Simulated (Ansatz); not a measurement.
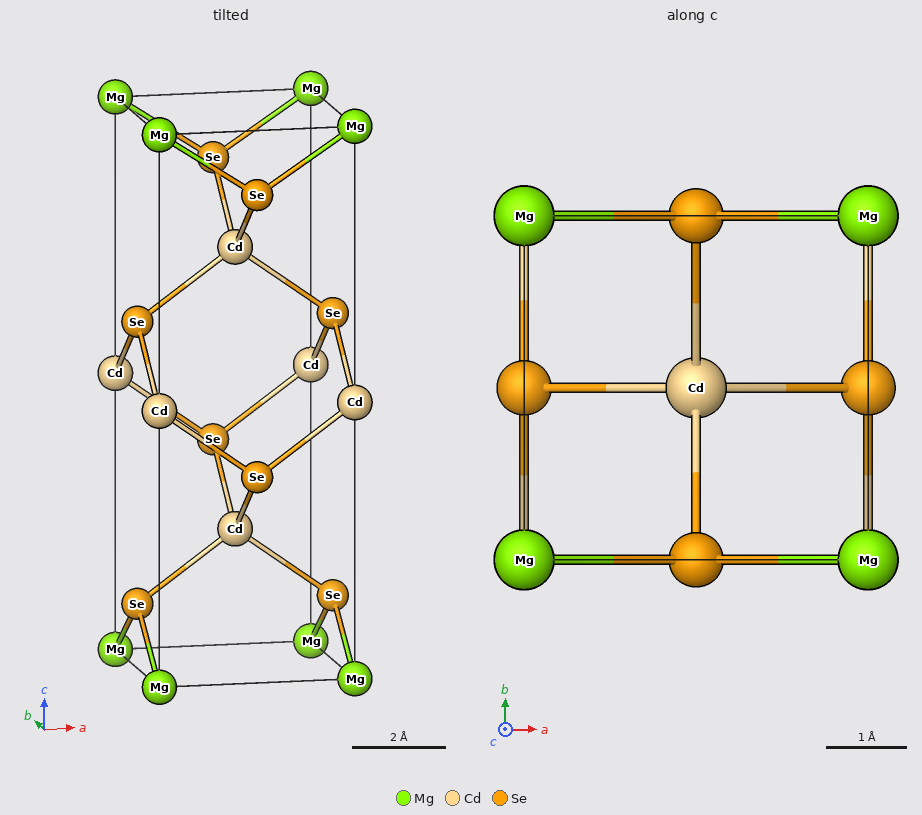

This ball-and-stick model is shown slightly off an axis and along the c axis. Atoms at the boundary of the conventional unit cell (the box) are drawn once for each face, edge or corner they touch.

MgCd3Se4, space group P-4m2 (No. 115), a = 4.354 Å, b = 4.354 Å, c = 12.238 Å, α = 90.00°, β = 90.00°, γ = 90.00°. The starting point was a structure type filled with these elements by a generator (whether the compound takes this form wasn't checked). Earlier steps of the study, as a rule a relaxation of our own, may have changed the cell and positions, so they can lie some per cent off the listed ones. A calculation with Ansatz used it as input.

This one geometry was computed with Ansatz (DFT, plane waves, PAW) at three levels of theory: LDA, r2SCAN and PBE.

Which level gives the highest pressure at this volume, and what does that say about its equilibrium volume?

Highest: PBE (0.0 GPa), which points to the largest equilibrium volume. Lowest, with the smallest volume: LDA (-4.0 GPa). Levels within 0.5 GPa of each other can't be told apart.

How does the band gap change with the level of theory?

LDA: a gap of 0.66 eV, direct; PBE: a gap of 0.92 eV, direct; r2SCAN: a gap of 1.41 eV, direct.

Collect the results in a table.

| level | cutoff (eV) | k-mesh of the run's cell | gap (eV) | pressure (GPa) |
| --- | --- | --- | --- | --- |
| LDA | 420 | 6×6×4 | 0.66 | -4.0 |
| r2SCAN | 500 | 6×6×4 | 1.41 | -1.4 |
| PBE | 420 | 6×6×4 | 0.92 | 0.0 |

Gaps are taken on the k-mesh or band path of each run.
